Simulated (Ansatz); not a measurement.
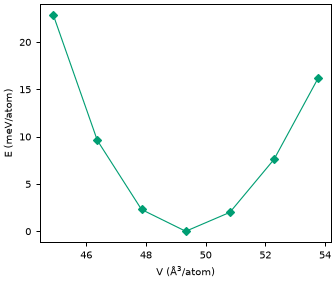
Fig. 1. CsSnI$_{3}$ (cubic perovskite, Pm-3m) under volume change, the program Ansatz at the PBE level (PAW), scaled uniformly.

Q: What does a third-order Birch–Murnaghan fit give for V₀, B₀ and B′?

A: V₀ = 49.34 Å³/atom, B₀ = 15.3 GPa, B′ = 4.6.

This is a known high-temperature phase of the composition, computed here at zero pressure and temperature. The PBE relaxation kept the symmetry of its start; whether a distortion lowers the energy is not shown. The volume moved by 18 % from the start of the relaxation. Spin–orbit coupling is left out wherever it is not named.

Potentials: the later of the program's two PAW sets.
